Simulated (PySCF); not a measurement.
# [Ce(NH3)4]3+: other functionals and bases at one geometry

How far do other levels of theory move the description of [Ce(NH3)4]3+, and what does each cost? It is a constructed species; whether it can be made isn't addressed.

Program: PySCF 2.14.0. Level of theory: several levels, as the steps say, no spin–orbit coupling. These are calculated values, not measurements.

2 further runs of the same task are left out: 1 for a known fault of the program, 1 that didn't finish.

### Step 1. Where the work starts

17 atoms, charge 3, spin multiplicity 1.

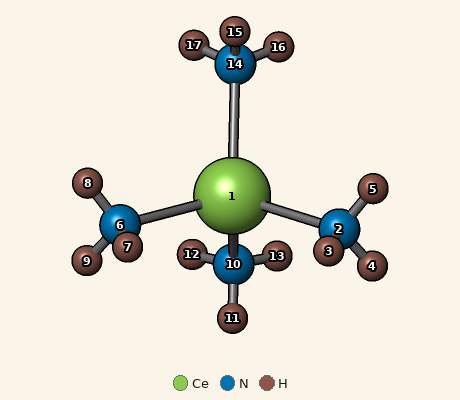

The geometry (cerium green, nitrogen blue, hydrogen brown); atoms are numbered from 1 in the order of the file.

As a file:

```
atom     x (Å)     y (Å)     z (Å)
 Ce1   0.00000   0.00000   0.00282
  N2   1.48917   1.48917   1.48820
  H3   1.36698   1.36698   2.51636
  H4   2.51676   1.36499   1.36305
  H5   1.36499   2.51676   1.36305
  N6  -1.48917  -1.48917   1.48820
  H7  -1.36698  -1.36698   2.51636
  H8  -2.51676  -1.36499   1.36305
  H9  -1.36499  -2.51676   1.36305
 N10   1.48838  -1.48838  -1.48779
 H11   2.13250  -2.13250  -0.98064
 H12   0.97980  -2.13141  -2.13182
 H13   2.13141  -0.97980  -2.13182
 N14  -1.48838   1.48838  -1.48779
 H15  -2.13250   2.13250  -0.98064
 H16  -0.97980   2.13141  -2.13182
 H17  -2.13141   0.97980  -2.13182
```

Formal oxidation states: Ce +3. Each metal's 1 4f electrons lie in its core potential, so multiplicities, spins and levels count the valence alone. An earlier session relaxed this geometry at PBE, Ce lcecp-1-SVP with ECP47, N def2-SVP, H def2-SVP (singlet, point group D2d). Its vibrations showed it to be a saddle point, relaxed within its symmetry.

At PBE on the finer grid: E = -257.138490 Eh, HOMO -21.32 eV, LUMO -15.41 eV, Mulliken charge on Ce1 +1.56 e, largest force component 0.009 eV/Å. 

Levels to run: BLYP; wB97X; revPBE; r2SCAN; PBE, TZVP; PBE0, SVP. Hardware: 4 threads of Arm Neoverse V2, shared host.

### Step 2. BLYP

Input file run.py (the lines that set the calculation):

```python
mol = gto.M(atom='''
Ce     0.00000     0.00000     0.00282
N      1.48917     1.48917     1.48820
H      1.36698     1.36698     2.51636
H      2.51676     1.36499     1.36305
H      1.36499     2.51676     1.36305
N     -1.48917    -1.48917     1.48820
H     -1.36698    -1.36698     2.51636
H     -2.51676    -1.36499     1.36305
H     -1.36499    -2.51676     1.36305
N      1.48838    -1.48838    -1.48779
H      2.13250    -2.13250    -0.98064
H      0.97980    -2.13141    -2.13182
H      2.13141    -0.97980    -2.13182
N     -1.48838     1.48838    -1.48779
H     -2.13250     2.13250    -0.98064
H     -0.97980     2.13141    -2.13182
H     -2.13141     0.97980    -2.13182''',
    basis={'Ce': 'lcecp-1-SVP', 'N': 'def2-SVP', 'H': 'def2-SVP'},
    ecp={'Ce': 'lcecp-1-SVP'},
    charge=3, spin=0)
mf = dft.RKS(mol, xc='BLYP')
mf.grids.atom_grid = (75, 302)  # f atoms: unpruned, at least (60, 302)
mf = mf.density_fit()  # fitting sets: Ce AutoAux, N def2-universal-JKFIT, H def2-universal-JKFIT
mf.conv_tol = 1e-08; mf.max_cycle = 55
mf.kernel(dm0)  # dm0: the density of the relaxed state
```

Run with:

```console
> OMP_NUM_THREADS=4 python run.py
```

Output:

```text
init E= -257.276492491992
  HOMO = -0.778047623421641  LUMO = -0.559723204304025  gap/eV = 5.94091
cycle= 1 E= -257.277385473731  delta_E= -0.000893  |g|= 0.0407  |ddm|= 0.154
  HOMO = -0.774200148087993  LUMO = -0.564599313788299  gap/eV = 5.70353
cycle= 2 E= -257.276302443623  delta_E= 0.00108  |g|= 0.0794  |ddm|= 0.102
  HOMO = -0.778338253081838  LUMO = -0.563032216557541  gap/eV = 5.85878
cycle= 3 E= -257.277759666774  delta_E= -0.00146  |g|= 0.00184  |ddm|= 0.0691
  HOMO = -0.778021148390705  LUMO = -0.562587030849815  gap/eV = 5.86226
cycle= 4 E= -257.27776039991  delta_E= -7.33e-07  |g|= 0.000611  |ddm|= 0.00251
  HOMO = -0.778063501950274  LUMO = -0.562725610138012  gap/eV = 5.85964
cycle= 5 E= -257.277760558653  delta_E= -1.59e-07  |g|= 5.74e-05  |ddm|= 0.0012
  HOMO = -0.778054359338747  LUMO = -0.562723933713925  gap/eV = 5.85944
cycle= 6 E= -257.277760559247  delta_E= -5.94e-10  |g|= 2.81e-05  |ddm|= 6.47e-05
  HOMO = -0.778059404549894  LUMO = -0.56272272399575  gap/eV = 5.85961
Extra cycle  E= -257.277760558719  delta_E= 5.28e-10  |g|= 5.62e-05  |ddm|= 6.6e-05
converged SCF energy = -257.277760558719
```

Wall time 8.6 s (4 threads of Arm Neoverse V2, shared host).

It gives: E = -257.277761 Eh, HOMO -21.17 eV, LUMO -15.31 eV, Mulliken charge on Ce1 +1.55 e, largest force component 0.053 eV/Å. 

### Step 3. wB97X

Edit run.py (the lines that set the calculation) of step 2 so:

```diff
@@ -21,3 +21,3 @@
     charge=3, spin=0)
-mf = dft.RKS(mol, xc='BLYP')
+mf = dft.RKS(mol, xc='WB97X')
 mf.grids.atom_grid = (75, 302)  # f atoms: unpruned, at least (60, 302)
```

Run with:

```console
> OMP_NUM_THREADS=4 python run.py
```

Output:

```text
init E= -257.348456341016
  HOMO = -0.930680428907077  LUMO = -0.445745655739342  gap/eV = 13.19575
cycle= 1 E= -257.356331452347  delta_E= -0.00788  |g|= 0.0345  |ddm|= 0.272
  HOMO = -0.931592310521551  LUMO = -0.457885422060718  gap/eV = 12.89022
cycle= 2 E= -257.356784442941  delta_E= -0.000453  |g|= 0.0151  |ddm|= 0.0772
  HOMO = -0.93344079568041  LUMO = -0.456291013366065  gap/eV = 12.98391
cycle= 3 E= -257.356850075508  delta_E= -6.56e-05  |g|= 0.00856  |ddm|= 0.0196
  HOMO = -0.932467240367429  LUMO = -0.456075280443588  gap/eV = 12.96329
cycle= 4 E= -257.356869195804  delta_E= -1.91e-05  |g|= 0.000993  |ddm|= 0.00919
  HOMO = -0.932661318246561  LUMO = -0.456535388656501  gap/eV = 12.95605
cycle= 5 E= -257.356869790252  delta_E= -5.94e-07  |g|= 0.000193  |ddm|= 0.00246
  HOMO = -0.932660602515843  LUMO = -0.456550204052757  gap/eV = 12.95562
cycle= 6 E= -257.356869834263  delta_E= -4.4e-08  |g|= 4.03e-05  |ddm|= 0.000748
  HOMO = -0.932660936820845  LUMO = -0.456544239047423  gap/eV = 12.95580
cycle= 7 E= -257.356869835777  delta_E= -1.51e-09  |g|= 5.55e-06  |ddm|= 0.000151
  HOMO = -0.932660157089726  LUMO = -0.456544834280339  gap/eV = 12.95576
Extra cycle  E= -257.356869835795  delta_E= -1.75e-11  |g|= 3.13e-06  |ddm|= 1.55e-05
converged SCF energy = -257.356869835795
```

Run time: 12 s. Hardware: 4 threads of Arm Neoverse V2, shared host.

It gives: E = -257.356870 Eh, HOMO -25.38 eV, LUMO -12.42 eV, Mulliken charge on Ce1 +1.77 e, largest force component 0.383 eV/Å. 

### Step 4. revPBE

Edit run.py (the lines that set the calculation) of step 3 so:

```diff
@@ -21,3 +21,3 @@
     charge=3, spin=0)
-mf = dft.RKS(mol, xc='WB97X')
+mf = dft.RKS(mol, xc='PBE_R,PBE')
 mf.grids.atom_grid = (75, 302)  # f atoms: unpruned, at least (60, 302)
```

Run with:

```console
> OMP_NUM_THREADS=4 python run.py
```

Output:

```text
init E= -257.383018409387
  HOMO = -0.782001051351152  LUMO = -0.561702351643759  gap/eV = 5.99463
cycle= 1 E= -257.383412087013  delta_E= -0.000394  |g|= 0.017  |ddm|= 0.0865
  HOMO = -0.784780509882225  LUMO = -0.56392915349785  gap/eV = 6.00967
cycle= 2 E= -257.383338749653  delta_E= 7.33e-05  |g|= 0.0257  |ddm|= 0.0303
  HOMO = -0.782673326456103  LUMO = -0.562995675820069  gap/eV = 5.97773
cycle= 3 E= -257.383475483273  delta_E= -0.000137  |g|= 0.00362  |ddm|= 0.0203
  HOMO = -0.782653575160196  LUMO = -0.562432817446166  gap/eV = 5.99251
cycle= 4 E= -257.383479700013  delta_E= -4.22e-06  |g|= 0.000487  |ddm|= 0.00566
  HOMO = -0.782705027609793  LUMO = -0.56255661687797  gap/eV = 5.99054
cycle= 5 E= -257.383479783577  delta_E= -8.36e-08  |g|= 1.71e-05  |ddm|= 0.00103
  HOMO = -0.78270655526354  LUMO = -0.562554526762633  gap/eV = 5.99064
cycle= 6 E= -257.383479783653  delta_E= -7.65e-11  |g|= 6.63e-06  |ddm|= 3.67e-05
  HOMO = -0.782705541686915  LUMO = -0.562555719844641  gap/eV = 5.99058
Extra cycle  E= -257.383479783629  delta_E= 2.39e-11  |g|= 1.24e-05  |ddm|= 1.71e-05
converged SCF energy = -257.383479783629
```

Wall time 8.6 s (4 threads of Arm Neoverse V2, shared host).

Result: E = -257.383480 Eh, HOMO -21.30 eV, LUMO -15.31 eV, Mulliken charge on Ce1 +1.60 e, largest force component 0.055 eV/Å. 

### Step 5. r2SCAN

Edit run.py (the lines that set the calculation) of step 4 so:

```diff
@@ -21,3 +21,3 @@
     charge=3, spin=0)
-mf = dft.RKS(mol, xc='PBE_R,PBE')
+mf = dft.RKS(mol, xc='R2SCAN')
 mf.grids.atom_grid = (75, 302)  # f atoms: unpruned, at least (60, 302)
```

Run with:

```console
> OMP_NUM_THREADS=4 python run.py
```

Output:

```text
init E= -257.287399305876
  HOMO = -0.798079931695346  LUMO = -0.553227184795078  gap/eV = 6.66278
cycle= 1 E= -257.28963997526  delta_E= -0.00224  |g|= 0.0267  |ddm|= 0.241
  HOMO = -0.795063172879118  LUMO = -0.560069923615881  gap/eV = 6.39449
cycle= 2 E= -257.289395772543  delta_E= 0.000244  |g|= 0.0425  |ddm|= 0.0862
  HOMO = -0.796943301568934  LUMO = -0.557299887839027  gap/eV = 6.52103
cycle= 3 E= -257.289873583472  delta_E= -0.000478  |g|= 0.00397  |ddm|= 0.0435
  HOMO = -0.796344916549257  LUMO = -0.556193917442645  gap/eV = 6.53484
cycle= 4 E= -257.289878489766  delta_E= -4.91e-06  |g|= 0.000465  |ddm|= 0.00665
  HOMO = -0.796384956236032  LUMO = -0.556259297007438  gap/eV = 6.53415
cycle= 5 E= -257.289878548785  delta_E= -5.9e-08  |g|= 9.47e-05  |ddm|= 0.000591
  HOMO = -0.796380269845795  LUMO = -0.556269714398491  gap/eV = 6.53374
cycle= 6 E= -257.289878551259  delta_E= -2.47e-09  |g|= 1e-05  |ddm|= 0.000142
  HOMO = -0.796381054358391  LUMO = -0.556269593142729  gap/eV = 6.53377
Extra cycle  E= -257.289878551223  delta_E= 3.54e-11  |g|= 1.62e-05  |ddm|= 2.02e-05
converged SCF energy = -257.289878551223
```

Wall time 15 s (4 threads of Arm Neoverse V2, shared host).

It gives: E = -257.289879 Eh, HOMO -21.67 eV, LUMO -15.14 eV, Mulliken charge on Ce1 +1.71 e, largest force component 0.304 eV/Å. 

### Step 6. PBE, TZVP

Basis: Ce lcecp-1-TZVP with ECP47, N def2-TZVP, H def2-TZVP. 

Edit run.py (the lines that set the calculation) of step 5 so:

```diff
@@ -18,6 +18,6 @@
 H     -2.13141     0.97980    -2.13182''',
-    basis={'Ce': 'lcecp-1-SVP', 'N': 'def2-SVP', 'H': 'def2-SVP'},
-    ecp={'Ce': 'lcecp-1-SVP'},
+    basis={'Ce': 'lcecp-1-TZVP', 'N': 'def2-TZVP', 'H': 'def2-TZVP'},
+    ecp={'Ce': 'lcecp-1-TZVP'},
     charge=3, spin=0)
-mf = dft.RKS(mol, xc='R2SCAN')
+mf = dft.RKS(mol, xc='PBE')
 mf.grids.atom_grid = (75, 302)  # f atoms: unpruned, at least (60, 302)
@@ -25,2 +25,2 @@
 mf.conv_tol = 1e-08; mf.max_cycle = 55
-mf.kernel(dm0)  # dm0: the density of the relaxed state
+mf.kernel(dm0)  # dm0: free metal ions and neutral atoms
```

Run with:

```console
> OMP_NUM_THREADS=4 python run.py
```

Output:

```text
init E= -250.233012212958
  HOMO = -1.06297412116965  LUMO = -0.68025810193487  gap/eV = 10.41423
cycle= 1 E= -255.770029463795  delta_E= -5.54  |g|= 2.98  |ddm|= 2.63
  HOMO = -0.551474079067739  LUMO = -0.524567592924849  gap/eV = 0.73216
cycle= 2 E= -250.62308076305  delta_E= 5.15  |g|= 4.68  |ddm|=  4.7
  HOMO = -0.795953193901637  LUMO = -0.473286654496602  gap/eV = 8.78020
cycle= 3 E= -257.233943435346  delta_E= -6.61  |g|= 0.71  |ddm|= 4.46
  HOMO = -0.809362589752939  LUMO = -0.609702790297496  gap/eV = 5.43302
cycle= 4 E= -257.381991413846  delta_E= -0.148  |g|= 0.233  |ddm|= 1.44
  HOMO = -0.777850277291506  LUMO = -0.557829988598547  gap/eV = 5.98706
cycle= 5 E= -257.399090601202  delta_E= -0.0171  |g|= 0.0318  |ddm|= 0.372
  HOMO = -0.781496715753373  LUMO = -0.562890920706399  gap/eV = 5.94857
cycle= 6 E= -257.399374114468  delta_E= -0.000284  |g|= 0.0056  |ddm|= 0.0278
  HOMO = -0.781868179517214  LUMO = -0.563394520968097  gap/eV = 5.94497
cycle= 7 E= -257.399376513199  delta_E= -2.4e-06  |g|= 0.00471  |ddm|= 0.00843
  HOMO = -0.782018029599335  LUMO = -0.563397252484375  gap/eV = 5.94897
cycle= 8 E= -257.399381122495  delta_E= -4.61e-06  |g|= 0.00045  |ddm|= 0.00276
  HOMO = -0.782004950136906  LUMO = -0.563315206441027  gap/eV = 5.95085
cycle= 9 E= -257.399381177996  delta_E= -5.55e-08  |g|= 3.67e-05  |ddm|= 0.000636
  HOMO = -0.782006305031913  LUMO = -0.563318329040336  gap/eV = 5.95080
cycle= 10 E= -257.399381178353  delta_E= -3.58e-10  |g|= 1.62e-05  |ddm|= 5.12e-05
  HOMO = -0.782005572206196  LUMO = -0.563319074332977  gap/eV = 5.95076
Extra cycle  E= -257.399381178343  delta_E= 9.95e-12  |g|= 1.72e-05  |ddm|= 3.16e-05
converged SCF energy = -257.399381178343
```

Wall time 34 s (4 threads of Arm Neoverse V2, shared host).

Read off: E = -257.399381 Eh, HOMO -21.28 eV, LUMO -15.33 eV, Mulliken charge on Ce1 +1.92 e, largest force component 0.259 eV/Å. 

### Step 7. PBE0, SVP

Basis: Ce def2-SVP with ECP28, N def2-SVP, H def2-SVP. The 4f electrons are now in the valence.

Edit run.py (the lines that set the calculation) of step 6 so:

```diff
@@ -18,8 +18,8 @@
 H     -2.13141     0.97980    -2.13182''',
-    basis={'Ce': 'lcecp-1-TZVP', 'N': 'def2-TZVP', 'H': 'def2-TZVP'},
-    ecp={'Ce': 'lcecp-1-TZVP'},
-    charge=3, spin=0)
-mf = dft.RKS(mol, xc='PBE')
+    basis={'Ce': 'def2-SVP', 'N': 'def2-SVP', 'H': 'def2-SVP'},
+    ecp={'Ce': 'def2-SVP'},
+    charge=3, spin=1)
+mf = dft.UKS(mol, xc='PBE0')
 mf.grids.atom_grid = (75, 302)  # f atoms: unpruned, at least (60, 302)
-mf = mf.density_fit()  # fitting sets: Ce AutoAux, N def2-universal-JKFIT, H def2-universal-JKFIT
+mf = mf.density_fit()  # fitting sets: Ce def2-universal-JKFIT, N def2-universal-JKFIT, H def2-universal-JKFIT
 mf.conv_tol = 1e-08; mf.max_cycle = 55
```

Run with:

```console
> OMP_NUM_THREADS=4 python run.py
```

Output:

```text
init E= -698.817677753032
  HOMO = -0.989153205453  LUMO = -0.933373922936  gap/eV = 1.51783
cycle= 1 E= -698.824113225952  delta_E= -0.00644  |g|= 1.65  |ddm|= 2.65
cycle= 2 E= -697.885467289614  delta_E= 0.939  |g|= 2.38  |ddm|= 3.48
  HOMO = -0.642016081025  LUMO = -0.513070181882  gap/eV = 3.50880
cycle= 3 E= -699.897531565998  delta_E= -2.01  |g|= 0.148  |ddm|= 2.76
  HOMO = -0.788089448084  LUMO = -0.580277596691  gap/eV = 5.65485
cycle= 4 E= -699.907668982802  delta_E= -0.0101  |g|= 0.076  |ddm|= 0.271
  HOMO = -0.78748249412  LUMO = -0.571211660172  gap/eV = 5.88503
cycle= 5 E= -699.90951843133  delta_E= -0.00185  |g|= 0.0345  |ddm|= 0.0746
  HOMO = -0.785169037317  LUMO = -0.568432823104  gap/eV = 5.89769
cycle= 6 E= -699.910047359147  delta_E= -0.000529  |g|= 0.00866  |ddm|= 0.0302
  HOMO = -0.787900481073  LUMO = -0.571606177238  gap/eV = 5.88567
cycle= 7 E= -699.910103368469  delta_E= -5.6e-05  |g|= 0.00223  |ddm|= 0.0134
  HOMO = -0.78827657782  LUMO = -0.572334001559  gap/eV = 5.87610
cycle= 8 E= -699.910117177936  delta_E= -1.38e-05  |g|= 0.00158  |ddm|= 0.00623
  HOMO = -0.788226523682  LUMO = -0.572311698935  gap/eV = 5.87534
cycle= 9 E= -699.910125136177  delta_E= -7.96e-06  |g|= 0.00147  |ddm|= 0.0037
  HOMO = -0.78819330249  LUMO = -0.572277033411  gap/eV = 5.87538
cycle= 10 E= -699.910135951966  delta_E= -1.08e-05  |g|= 0.00142  |ddm|= 0.00515
  HOMO = -0.788293524651  LUMO = -0.572321997263  gap/eV = 5.87688
cycle= 11 E= -699.910169623577  delta_E= -3.37e-05  |g|= 0.00138  |ddm|= 0.017
  HOMO = -0.788863740694  LUMO = -0.572534281403  gap/eV = 5.88662
cycle= 12 E= -699.910230208823  delta_E= -6.06e-05  |g|= 0.00122  |ddm|= 0.0355
  HOMO = -0.789791282573  LUMO = -0.572796509307  gap/eV = 5.90473
cycle= 13 E= -699.910296918757  delta_E= -6.67e-05  |g|= 0.00115  |ddm|= 0.0571
  HOMO = -0.786806923413  LUMO = -0.572425006675  gap/eV = 5.83363
cycle= 14 E= -699.910279060654  delta_E= 1.79e-05  |g|= 0.00135  |ddm|= 0.019
  HOMO = -0.790271546762  LUMO = -0.572848281954  gap/eV = 5.91639
cycle= 15 E= -699.91032311321  delta_E= -4.41e-05  |g|= 0.00137  |ddm|= 0.0762
  HOMO = -0.789276893323  LUMO = -0.572782327901  gap/eV = 5.89112
cycle= 16 E= -699.910323163515  delta_E= -5.03e-08  |g|= 0.000625  |ddm|= 0.0031
  HOMO = -0.789148502652  LUMO = -0.572785814673  gap/eV = 5.88753
cycle= 17 E= -699.910323894459  delta_E= -7.31e-07  |g|= 0.000529  |ddm|= 0.00998
  HOMO = -0.788659418207  LUMO = -0.572742915727  gap/eV = 5.87539
cycle= 18 E= -699.910323963004  delta_E= -6.85e-08  |g|= 0.000169  |ddm|= 0.000288
  HOMO = -0.78834919211  LUMO = -0.572712284273  gap/eV = 5.86778
cycle= 19 E= -699.910323969492  delta_E= -6.49e-09  |g|= 5.47e-05  |ddm|= 0.00017
  HOMO = -0.788428126412  LUMO = -0.572729284769  gap/eV = 5.86946
Extra cycle  E= -699.910323970261  delta_E= -7.69e-10  |g|= 2.27e-05  |ddm|= 4.35e-05
converged SCF energy = -699.910323970261  <S^2> = 0.75062329  2S+1 = 2.0006232
```

Run time: 73 s. Hardware: 4 threads of Arm Neoverse V2, shared host.

Read off: E = -699.910324 Eh, HOMO -21.45 eV, LUMO -16.02 eV (over both spins), ⟨S²⟩ = 0.751, Mulliken charge on Ce1 +1.74 e, largest force component 0.383 eV/Å. 

### Step 8. Results

| level | state | HOMO (eV) | gap (eV) | charge on Ce1 (e) | dipole (D) | largest force (eV/Å) | basis functions | time |
| --- | --- | --- | --- | --- | --- | --- | --- | --- |
| PBE (relaxed here) | singlet | -21.32 | 5.91 | 1.56 | 0.00 | 0.01 | 149 | 7 s |
| BLYP | singlet | -21.17 | 5.86 | 1.55 | 0.00 | 0.05 | 149 | 8.6 s |
| wB97X | singlet | -25.38 | 12.96 | 1.77 | 0.00 | 0.38 | 149 | 12 s |
| revPBE | singlet | -21.30 | 5.99 | 1.60 | 0.00 | 0.05 | 149 | 8.6 s |
| r2SCAN | singlet | -21.67 | 6.53 | 1.71 | 0.00 | 0.30 | 149 | 15 s |
| PBE, TZVP | singlet | -21.28 | 5.95 | 1.92 | 0.01 | 0.26 | 243 | 34 s |
| PBE0, SVP | doublet | -21.45 | 5.44 | 1.74 | 0.09 | 0.38 | 194 | 73 s |

Times are on 4 threads of Arm Neoverse V2, shared host; the first row also made further properties. The dipole of a charged species depends on the origin, so these sizes hold for this origin alone.

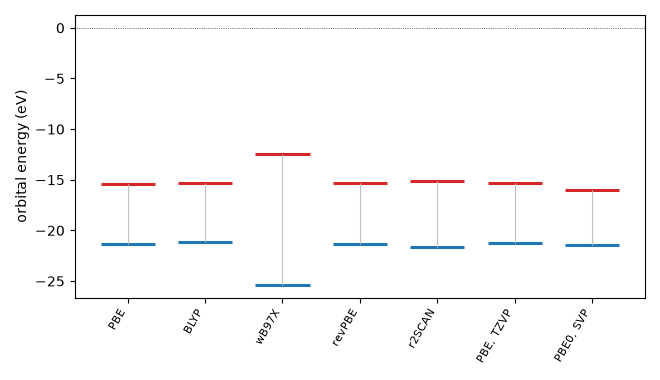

Highest filled and lowest empty level, method by method.

In one basis the HOMO–LUMO gap runs from 5.86 eV (BLYP) to 12.96 eV (wB97X). The largest leftover force, 0.38 eV/Å with PBE0, SVP, stands at a geometry relaxed at another level. The Mulliken charge on Ce spans +1.55 to +1.92 e over the levels. With 4f in the core, its levels are missing from HOMO and gap. Total energies of different levels can't be compared. Spin–orbit coupling is left out throughout.
